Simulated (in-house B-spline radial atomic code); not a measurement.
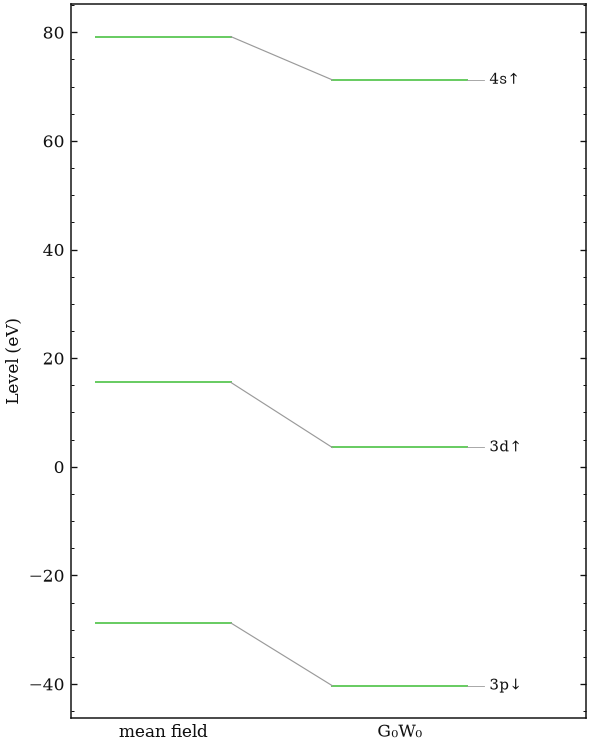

Mean-field and G₀W₀ levels (solid occupied, dashed empty) for Mn⁺ ([Ar] 3d⁵ 4s). All-electron spherical atom, non-relativistic, PBE start, no spin-orbit coupling, Breit or QED terms; computed with a B-spline radial code, inside a hard wall of radius 2 bohr. The quasi-particle equation is solved at full frequency; levels of low quasi-particle weight Z are left out.

> What does the figure show?

G₀W₀ moves the highest occupied level, 4s↑, from 79.21 to 71.25 eV (renormalisation factor Z = 0.96).

| Level | Mean field (eV) | Σx − vxc (eV) | Σc (eV) | Z | G₀W₀ (eV) |
| --- | --- | --- | --- | --- | --- |
| 4s↑ | 79.21 | −4.92 | −3.04 | 0.96 | 71.25 |
| 3d↑ | 15.52 | −12.57 | 0.60 | 0.96 | 3.55 |
| 3p↓ | −28.78 | −11.02 | −0.52 | 0.95 | −40.32 |
